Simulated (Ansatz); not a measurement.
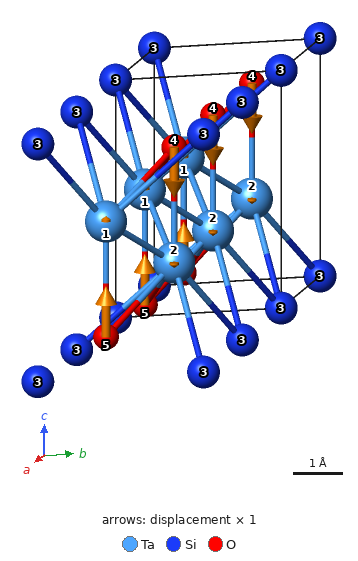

A relaxation of solid Ta$_{2}$SiO$_{2}$ (a generated structure, set up in P-3m1) (coarse preliminary run). The starting structure is drawn; orange arrows show the displacements (the part carried along by the change of the cell is left out), at their true length.

Style: ball-and-stick. Shown: the cell of the calculation, repeated 3 × 1 × 1 with one cell outlined, slightly off an axis.

Method: DFT PBE, scalar-relativistic, plane waves, PAW (Ansatz).

The input:
```yaml
crystal:
  lattice:
    - [3.56365462, 0.0, 0.0]
    - [-1.78182731, 3.08621543, 0.0]
    - [0.0, 0.0, 4.97759654]
  atoms:
    - { symbol: Ta, position: [0.66666667, 0.33333333, 0.61558289] }
    - { symbol: Ta, position: [0.33333333, 0.66666667, 0.38441711] }
    - { symbol: Si, position: [0.0, 0.0, 0.0] }
    - { symbol: O, position: [0.33333333, 0.66666667, 0.86955326] }
    - { symbol: O, position: [0.66666667, 0.33333333, 0.13044674] }
basis:
  ecutwfc: 420
kpoints:
  mp_grid: { grid: [6, 6, 4] }
hamiltonian:
  xc: pbe
scf:
  occupations: { method: gaussian, width: 0.1 }
  lower_state_search: "off"
output:
  forces: true
  stress: true
  eigenvalues: true
relax:
  adjacent_minimum: "off"
  f_tol: 0.04
  max_steps: 70
  cell: { stress_tol: 0.4 }
```

Run as
```bash
ansatz run input.yaml --threads 1 --pin off --max-ram 2048MiB --backend cpu --events-out ev --progress --plain --runs-dir out
```

### Atoms of which element are displaced furthest, and by how much?

Oxygen: up to 1.07 Å, against 0.11 Å for tantalum.

### Describe the change and its energy.

After 33 accepted moves (38 points after the start) the energy has fallen by 1830 meV per atom. Largest force component: 8.6 eV/Å at the start, 0.031 eV/Å at the end. Pressure: 53.02 GPa at the start and 0.20 GPa at the end. The line search rejected the trial step at point 19 of the run. The SCF was repeated 4 times at an unchanged geometry on a basis and grid sized afresh for the cell, which shifted the energy by 274 meV per atom at most. The largest moves relative to the cell, 1.07 Å, are those of O4 and O5. O5 goes along +c. By element the largest moves are O 1.07 Å, Ta 0.11 Å. Si stays in place. The volume changes by +30.7 %, with a = b 3.564 → 2.921 Å (−18.0 %), c 4.978 → 9.684 Å (+94.5 %). Some distances before and after: Ta1–O5 2.563 → 5.939 Å, Ta1–O5 (another image) 2.415 → 3.745 Å, Ta1–Si3 2.810 → 3.984 Å, Si3–O4 2.158 → 2.876 Å. Bonds break: Ta1–Si3 (2.81 → 3.98 Å), Ta2–Si3 (2.81 → 3.98 Å). Among the angles between lasting bonds that change: Ta2–Ta1–Ta2 98.2° → 58.5°, Ta2–Ta1–O4 60.8° → 92.8°, Ta1–O4–Ta1 95.1° → 87.3°. The space group stays P-3m1 (No. 164). Cost: 110 s on 1 thread of Arm Neoverse V1, on a shared host, peak memory 0.36 GiB.
